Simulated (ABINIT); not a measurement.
**KMgH3 (Pm-3m): G0W0 in ABINIT against the screening cutoff in the self-energy**

Aim: move the screening cutoff in the self-energy of a G0W0 run on KMgH3 (Pm-3m) over a wide range.

Calculated with ABINIT 10.8.3; LDA and many-body steps on it, plane waves.

## (1) The starting structure

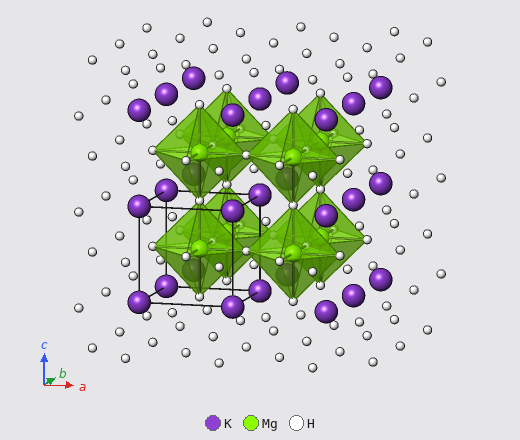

The starting structure, seen slightly off an axis (potassium purple, magnesium green, hydrogen white). 2×2×2 cells are drawn. Some periodic images of atoms are drawn too.

The cell and positions come from the Crystallography Open Database and are kept as given unless a step says otherwise.

## (2) Screening, 2×2×2 mesh, 116 bands, screening to 176.9 eV

This step: ABINIT 10.8.3; RPA screening on LDA, plane waves, norm-conserving pseudopotentials.

The RPA dielectric matrix is built and inverted for each q.

Input file run.abi:

```
acell 3*1.0 Angstrom
rprim 
  4.025000000000 0.000000000000 0.000000000000
  0.000000000000 4.025000000000 0.000000000000
  0.000000000000 0.000000000000 4.025000000000
ntypat 3
znucl 19 12 1
natom 5
typat 1 2 3 3 3
xred 
  0.000000000000 0.000000000000 0.000000000000
  0.500000000000 0.500000000000 0.500000000000
  0.000000000000 0.500000000000 0.500000000000
  0.500000000000 0.000000000000 0.500000000000
  0.500000000000 0.500000000000 0.000000000000
pp_dirpath "pseudos"
pseudos "K.upf, Mg.upf, H.upf"
ecut 38
ngkpt 2 2 2
nshiftk 1
shiftk 0 0 0
kptopt 1
chksymbreak 0
istwfk *1
occopt 1
irdwfk 1
optdriver 3
nband 116
ecuteps 6.5
inclvkb 2
awtr 1
symchi 1
indata_prefix "in"
outdata_prefix "out"
tmpdata_prefix "tmp"
```

Started as:

```
$ OMP_NUM_THREADS=1 mpirun -n 4 abinit run.abi > log
```

Log:

```text
.Version 10.8.3 of ABINIT. v10.8.2 released Aug 2026.

 Symmetries : space group Pm -3 m (#221); Bravais cP (primitive cubic)
[... echo of the input left out ...]
== DATASET  1 ==================================================================
-   mpi_nproc: 4, omp_nthreads: 1 (-1 if OMP is not activated)

--- !DatasetInfo
iteration_state: {dtset: 1, }
dimensions: {natom: 5, nkpt: 4, mband: 116, nsppol: 1, nspinor: 1, nspden: 1, mpw: 4950, }
cutoff_energies: {ecut:  38.0, pawecutdg:  -1.0, }
electrons: {nelect:   2.20000000E+01, charge:   0.00000000E+00, occopt:   1.00000000E+00, tsmear:   1.00000000E-02, }

 SCREENING: Calculation of the susceptibility and dielectric matrices

 Based on a program developped by R.W. Godby, V. Olevano, G. Onida, and L. Reining.
 Incorporated in ABINIT by V. Olevano, G.-M. Rignanese, and M. Torrent.
.Using double precision arithmetic ; gwpc =  8

[... cell and pseudopotentials left out ...]
--------------------------------------------------------------------------------

 ==== K-mesh for the wavefunctions ====
 Number of points in the irreducible wedge :     4
[... list of points left out ...]
 Together with 48 symmetry operations and time-reversal symmetry
 yields     8 points in the full Brillouin Zone.

 ==== Q-mesh for the screening function ====
 Number of points in the irreducible wedge :     4
[... list of points left out ...]
 Together with 48 symmetry operations and time-reversal symmetry
 yields     8 points in the full Brillouin Zone.

 setmesh: FFT mesh size selected  =    30x   30x   30
          total number of points  =        27000

 vcoul_init : cutoff-mode = AUXILIARY_FUNCTION
 q-points for optical limit:   1
     1)      0.000010    0.000020    0.000030

- screening: taking advantage of time-reversal symmetry
- Maximum band index for partially occupied states nbvw = 11
- Remaining bands to be divided among processors   nbcw = 105
- Number of bands treated by each node ~26

 Number of electrons calculated from density =   22.0000; Expected =   22.0000
 average of density, n =  0.049995
 r_s =    1.6839
 omega_plasma =   21.5685 [eV]

 calculating chi0 at frequencies [eV] :
  1    0.000000E+00    0.000000E+00
  2    0.000000E+00    2.156849E+01

--------------------------------------------------------------------------------
  q-point number  1        q = ( 0.000000, 0.000000, 0.000000) [r.l.u.]
--------------------------------------------------------------------------------
[... chi0 elements left out ...]
 For q-point:  0.000010 0.000020 0.000030
  dielectric constant =   4.4003
  dielectric constant without local fields =   4.9234

  Average fulfillment of the sum rule on Im[epsilon] for q-point    1 :     62.39  [%]
[... wings left out ...]
  q-point number  2        q = ( 0.500000, 0.000000, 0.000000) [r.l.u.]
--------------------------------------------------------------------------------
[... chi0 elements left out ...]
  Average fulfillment of the sum rule on Im[epsilon] for q-point    2 :     66.75  [%]

 [... 2 further q-points ...]
```

Wall time 8.8 s (4 MPI ranks of Arm Neoverse V1, shared host); peak memory 0.73 GiB.

This step gave:

- ε∞ with local fields, on this mesh, along the program's q direction: 4.400
- the same without local fields: 4.923
- plasma frequency: 21.57 eV
- plane waves in the screening matrix: 365

Local fields lower ε∞ by 11 %. On a Γ-centred mesh this coarse the value itself is usually too large, while a short band sum pulls it down.

## (3) 0.7 Ha

This step: G0W0 on LDA, plane waves, norm-conserving pseudopotentials.

run.abi, as its differences from that of step 2:

```diff
@@ -26,8 +26,19 @@
 irdwfk 1
-optdriver 3
+optdriver 4
 nband 116
-ecuteps 6.5
-inclvkb 2
-awtr 1
-symchi 1
+gwcalctyp 0
+ecutsigx 38
+symsigma 1
+nkptgw 3
+kptgw 
+  0.5000000000 0.0000000000 0.0000000000
+  0.5000000000 0.5000000000 0.5000000000
+  0.0000000000 0.0000000000 0.0000000000
+bdgw 
+  10 13
+  9 15
+  10 14
+ecuteps 0.7
+irdscr 1
+ppmodel 1
 indata_prefix "in"
```

Log:

```text
.Version 10.8.3 of ABINIT. v10.8.2 released Aug 2026.

 Symmetries : space group Pm -3 m (#221); Bravais cP (primitive cubic)
[... echo of the input left out ...]
== DATASET  1 ==================================================================
-   mpi_nproc: 4, omp_nthreads: 1 (-1 if OMP is not activated)

--- !DatasetInfo
iteration_state: {dtset: 1, }
dimensions: {natom: 5, nkpt: 4, mband: 116, nsppol: 1, nspinor: 1, nspden: 1, mpw: 4950, }
cutoff_energies: {ecut:  38.0, pawecutdg:  -1.0, }
electrons: {nelect:   2.20000000E+01, charge:   0.00000000E+00, occopt:   1.00000000E+00, tsmear:   1.00000000E-02, }

 SIGMA: Calculation of the GW corrections

 Based on a program developped by R.W. Godby, V. Olevano, G. Onida, and L. Reining.
 Incorporated in ABINIT by V. Olevano, G.-M. Rignanese, and M. Torrent.
.Using double precision arithmetic ; gwpc =  8

[... cell and pseudopotentials left out ...]
--------------------------------------------------------------------------------

 ==== K-mesh for the wavefunctions ====
 Number of points in the irreducible wedge :     4
[... list of points left out ...]
 Together with 48 symmetry operations and time-reversal symmetry
 yields     8 points in the full Brillouin Zone.

 ==== Q-mesh for screening function ====
 Number of points in the irreducible wedge :     4
[... list of points left out ...]
 Together with 48 symmetry operations and time-reversal symmetry
 yields     8 points in the full Brillouin Zone.

 vcoul_init : cutoff-mode = AUXILIARY_FUNCTION
 q-points for optical limit:   1
     1)      0.000010    0.000020    0.000030
 setmesh: FFT mesh size selected  =    45x   45x   45
          total number of points  =        91125

 Number of electrons calculated from density =   22.0000; Expected =   22.0000
 average of density, n =  0.049995
 r_s =    1.6839
 omega_plasma =   21.5685 [eV]

 === KS Band Gaps ===
  >>>> For spin  1
   Minimum direct gap =   4.2158 [eV], located at k-point      :   0.5000  0.5000  0.5000
   Fundamental gap    =   2.0485 [eV], Top of valence bands at :   0.5000  0.0000  0.0000
                                       Bottom of conduction at :   0.5000  0.5000  0.5000
 SIGMA fundamental parameters:
 PLASMON POLE MODEL  1
 number of plane-waves for SigmaX                 4945
 number of plane-waves for SigmaC and W             19
 number of plane-waves for wavefunctions          4945
 number of bands                                   116
 number of independent spin polarizations            1
 number of spinorial components                      1
 number of k-points in IBZ                           4
 number of q-points in IBZ                           4
 number of symmetry operations                      48
 number of k-points in BZ                            8
 number of q-points in BZ                            8
 number of frequencies for dSigma/dE                 9
 frequency step for dSigma/dE [eV]                0.25
 number of omega for Sigma on real axis              0
 max omega for Sigma on real axis  [eV]           0.00
 zcut for avoiding poles [eV]                     0.10

 EPSILON^-1 parameters (SCR file):
 dimension of the eps^-1 matrix on file            365
 dimension of the eps^-1 matrix used                19
 number of plane-waves for wavefunctions          4945
 number of bands                                   116
 number of q-points in IBZ                           4
 number of frequencies                               2
 number of real frequencies                          1
 number of imag frequencies                          1

 matrix elements of self-energy operator (all in [eV])

 Perturbative Calculation

--- !SelfEnergy_ee
iteration_state: {dtset: 1, }
kpoint     : [   0.500,    0.000,    0.000, ]
spin       : 1
KS_gap     :    5.054
QP_gap     :    7.368
Delta_QP_KS:    2.314
data: !SigmaeeData |
     Band     E0 <VxcDFT>   SigX SigC(E0)      Z dSigC/dE  Sig(E)    E-E0       E
       10  -1.018 -10.065 -13.670   2.479   0.799  -0.251 -10.965  -0.900  -1.918
       11   1.864 -11.059 -14.320   2.251   0.816  -0.225 -11.883  -0.824   1.039
       12   6.918  -9.618  -4.223  -3.584   0.823  -0.215  -8.129   1.489   8.408
       13   6.918  -9.618  -4.223  -3.584   0.823  -0.215  -8.129   1.489   8.408

--- !SelfEnergy_ee
iteration_state: {dtset: 1, }
kpoint     : [   0.500,    0.500,    0.500, ]
spin       : 1
KS_gap     :    4.216
QP_gap     :    6.404
Delta_QP_KS:    2.188
data: !SigmaeeData |
     Band     E0 <VxcDFT>   SigX SigC(E0)      Z dSigC/dE  Sig(E)    E-E0       E
        9  -0.303 -10.514 -14.164   2.508   0.804  -0.244 -11.432  -0.918  -1.222
       10  -0.303 -10.514 -14.164   2.508   0.804  -0.244 -11.432  -0.918  -1.222
[...]
--- !SelfEnergy_ee
iteration_state: {dtset: 1, }
kpoint     : [   0.000,    0.000,    0.000, ]
spin       : 1
KS_gap     :    5.981
QP_gap     :    8.050
Delta_QP_KS:    2.069
data: !SigmaeeData |
     Band     E0 <VxcDFT>   SigX SigC(E0)      Z dSigC/dE  Sig(E)    E-E0       E
[...]
12   7.350  -9.313  -4.160  -3.610   0.819  -0.221  -8.048   1.264   8.615
       13   7.350  -9.313  -4.160  -3.610   0.819  -0.221  -8.048   1.264   8.615
       14   7.350  -9.313  -4.160  -3.610   0.819  -0.221  -8.048   1.264   8.615

== END DATASET(S) ==============================================================
================================================================================

 -outvars: echo values of variables after computation  --------
           etotal      0.0000000000E+00
            nband         116
             nkpt           4
          spgroup         221
 [... the other variables as echoed above ...]

 Calculation completed.
```

Wall time 3.8 s (4 MPI ranks); peak memory 0.63 GiB; 15 s of CPU time.

This step gave:

```
G0W0 gap on the points computed              : 4.143 eV
starting gap on the mesh                     : 2.048 eV
k of the valence top                         : 0.5, 0, 0
k of the conduction bottom                   : 0.5, 0.5, 0.5
Z at the valence top                         : 0.816
Z at the conduction bottom                   : 0.825
least direct G0W0 gap on the computed points : 6.404 eV
```

## (4) 1.3 Ha

run.abi, as its differences from that of step 3:

```diff
@@ -40,3 +40,3 @@
   10 14
-ecuteps 0.7
+ecuteps 1.3
 irdscr 1
```

Log:

```text
.Version 10.8.3 of ABINIT. v10.8.2 released Aug 2026.

 Symmetries : space group Pm -3 m (#221); Bravais cP (primitive cubic)
[... echo of the input left out ...]
== DATASET  1 ==================================================================
-   mpi_nproc: 4, omp_nthreads: 1 (-1 if OMP is not activated)

--- !DatasetInfo
iteration_state: {dtset: 1, }
dimensions: {natom: 5, nkpt: 4, mband: 116, nsppol: 1, nspinor: 1, nspden: 1, mpw: 4950, }
cutoff_energies: {ecut:  38.0, pawecutdg:  -1.0, }
electrons: {nelect:   2.20000000E+01, charge:   0.00000000E+00, occopt:   1.00000000E+00, tsmear:   1.00000000E-02, }

 SIGMA: Calculation of the GW corrections

 Based on a program developped by R.W. Godby, V. Olevano, G. Onida, and L. Reining.
 Incorporated in ABINIT by V. Olevano, G.-M. Rignanese, and M. Torrent.
.Using double precision arithmetic ; gwpc =  8

[... cell and pseudopotentials left out ...]
--------------------------------------------------------------------------------

 ==== K-mesh for the wavefunctions ====
 Number of points in the irreducible wedge :     4
[... list of points left out ...]
 Together with 48 symmetry operations and time-reversal symmetry
 yields     8 points in the full Brillouin Zone.

 ==== Q-mesh for screening function ====
 Number of points in the irreducible wedge :     4
[... list of points left out ...]
 Together with 48 symmetry operations and time-reversal symmetry
 yields     8 points in the full Brillouin Zone.

 vcoul_init : cutoff-mode = AUXILIARY_FUNCTION
 q-points for optical limit:   1
     1)      0.000010    0.000020    0.000030
 setmesh: FFT mesh size selected  =    45x   45x   45
          total number of points  =        91125

 Number of electrons calculated from density =   22.0000; Expected =   22.0000
[...]
number of plane-waves for wavefunctions          4945
 number of bands                                   116
 number of q-points in IBZ                           4
 number of frequencies                               2
 number of real frequencies                          1
 number of imag frequencies                          1

 matrix elements of self-energy operator (all in [eV])

 Perturbative Calculation

--- !SelfEnergy_ee
iteration_state: {dtset: 1, }
kpoint     : [   0.500,    0.000,    0.000, ]
spin       : 1
KS_gap     :    5.054
QP_gap     :    7.309
Delta_QP_KS:    2.255
data: !SigmaeeData |
     Band     E0 <VxcDFT>   SigX SigC(E0)      Z dSigC/dE  Sig(E)    E-E0       E
       10  -1.018 -10.065 -13.670   2.385   0.794  -0.260 -11.034  -0.969  -1.987
       11   1.864 -11.059 -14.320   2.186   0.810  -0.234 -11.930  -0.871   0.992
       12   6.918  -9.618  -4.223  -3.706   0.819  -0.221  -8.235   1.383   8.301
[...]
--- !SelfEnergy_ee
iteration_state: {dtset: 1, }
kpoint     : [   0.500,    0.500,    0.500, ]
spin       : 1
KS_gap     :    4.216
QP_gap     :    6.361
Delta_QP_KS:    2.145
data: !SigmaeeData |
     Band     E0 <VxcDFT>   SigX SigC(E0)      Z dSigC/dE  Sig(E)    E-E0       E
[...]
--- !SelfEnergy_ee
iteration_state: {dtset: 1, }
kpoint     : [   0.000,    0.000,    0.000, ]
spin       : 1
KS_gap     :    5.981
QP_gap     :    7.984
Delta_QP_KS:    2.003
data: !SigmaeeData |
     Band     E0 <VxcDFT>   SigX SigC(E0)      Z dSigC/dE  Sig(E)    E-E0       E
[...]
13   7.350  -9.313  -4.160  -3.748   0.815  -0.227  -8.167   1.145   8.496
       14   7.350  -9.313  -4.160  -3.748   0.815  -0.227  -8.167   1.145   8.496

== END DATASET(S) ==============================================================
================================================================================

 -outvars: echo values of variables after computation  --------
           etotal      0.0000000000E+00
            nband         116
             nkpt           4
          spgroup         221
 [... the other variables as echoed above ...]

 Calculation completed.
```

Wall time 3.7 s (4 MPI ranks); peak memory 0.63 GiB.

This step gave:

```yaml
g0w0_gap_on_the_points_computed: 4.089 eV
starting_gap_on_the_mesh: 2.048 eV
k_of_the_valence_top: 0.5, 0, 0
k_of_the_conduction_bottom: 0.5, 0.5, 0.5
z_at_the_valence_top: 0.81
z_at_the_conduction_bottom: 0.82
least_direct_g0w0_gap_on_the_computed_points: 6.361 eV
```

## (5) 2.3 Ha

The self-energy is evaluated for the states that the input lists, and the levels follow from it, in one-shot runs by the linearised quasiparticle equation.

run.abi, as its differences from that of step 4:

```diff
@@ -40,3 +40,3 @@
   10 14
-ecuteps 1.3
+ecuteps 2.3
 irdscr 1
```

Log:

```text
.Version 10.8.3 of ABINIT. v10.8.2 released Aug 2026.

 Symmetries : space group Pm -3 m (#221); Bravais cP (primitive cubic)
[... echo of the input left out ...]
== DATASET  1 ==================================================================
-   mpi_nproc: 4, omp_nthreads: 1 (-1 if OMP is not activated)

--- !DatasetInfo
iteration_state: {dtset: 1, }
dimensions: {natom: 5, nkpt: 4, mband: 116, nsppol: 1, nspinor: 1, nspden: 1, mpw: 4950, }
cutoff_energies: {ecut:  38.0, pawecutdg:  -1.0, }
[...]
Band     E0 <VxcDFT>   SigX SigC(E0)      Z dSigC/dE  Sig(E)    E-E0       E
[...]
13   7.350  -9.313  -4.160  -3.869   0.812  -0.231  -8.270   1.042   8.393
       14   7.350  -9.313  -4.160  -3.869   0.812  -0.231  -8.270   1.042   8.393

== END DATASET(S) ==============================================================
================================================================================

 -outvars: echo values of variables after computation  --------
           etotal      0.0000000000E+00
            nband         116
             nkpt           4
          spgroup         221
 [... the other variables as echoed above ...]

 Calculation completed.
```

Run time: 4.3 s. Hardware: 4 MPI ranks; peak memory 0.64 GiB; 17 s of CPU time.

Numbers from this step:

* G0W0 gap on the points computed: 4.09 eV
* starting gap on the mesh: 2.048 eV
* k of the valence top: 0.5, 0, 0
* k of the conduction bottom: 0.5, 0.5, 0.5
* least direct G0W0 gap on the computed points: 6.326 eV

The gap on the mesh goes from 2.05 eV to 4.09 eV, a correction of +2.04 eV.

## (6) 3.2 Ha

run.abi, as its differences from that of step 5:

```diff
@@ -40,3 +40,3 @@
   10 14
-ecuteps 2.3
+ecuteps 3.2
 irdscr 1
```

Log:

```text
.Version 10.8.3 of ABINIT. v10.8.2 released Aug 2026.

 Symmetries : space group Pm -3 m (#221); Bravais cP (primitive cubic)
[... echo of the input left out ...]
== DATASET  1 ==================================================================
-   mpi_nproc: 4, omp_nthreads: 1 (-1 if OMP is not activated)

--- !DatasetInfo
iteration_state: {dtset: 1, }
dimensions: {natom: 5, nkpt: 4, mband: 116, nsppol: 1, nspinor: 1, nspden: 1, mpw: 4950, }
cutoff_energies: {ecut:  38.0, pawecutdg:  -1.0, }
[...]
Band     E0 <VxcDFT>   SigX SigC(E0)      Z dSigC/dE  Sig(E)    E-E0       E
[...]
13   7.350  -9.313  -4.160  -3.867   0.812  -0.232  -8.269   1.044   8.394
       14   7.350  -9.313  -4.160  -3.867   0.812  -0.232  -8.269   1.044   8.394

== END DATASET(S) ==============================================================
================================================================================

 -outvars: echo values of variables after computation  --------
           etotal      0.0000000000E+00
            nband         116
             nkpt           4
          spgroup         221
 [... the other variables as echoed above ...]

 Calculation completed.
```

Wall time 5.3 s (4 MPI ranks); peak memory 0.64 GiB; 21 s of CPU time.

Numbers from this step:

| Item | Value |
| --- | --- |
| G0W0 gap on the points computed | 4.143 eV |
| starting gap on the mesh | 2.048 eV |
| k of the valence top | 0.5, 0, 0 |
| k of the conduction bottom | 0.5, 0.5, 0.5 |
| least direct G0W0 gap on the computed points | 6.351 eV |

Against the run before, the gap moves by +0.053 eV.

[end of part 1 of 2]

[Paths, hosts, dates, memory and timing lines, banners, echoed tables and standing remarks are left out of the program output.]

[Logs are printed without paths, hosts, clocks, repeated set-up lines and the standing remarks that a program may print on its own settings, such as how far it seeks lower states.]

[Runs of the session that timed out or met a known fault of the program may be left out.]

[Hosts, paths, dates, database ids (printed as entryN), source tags and the programs' standing remarks are cut or masked in the printed files.]

[G0W0 gaps are taken among the corrected bands and points alone; a level outside them can change the order at an edge.]

[Where Ansatz stands beside ABINIT at settings called matched, ABINIT's density can come from a denser mesh and the files from another edition; pairs whose starting gaps differed by over 0.03 eV were left out, so agreement reads better than it is.]
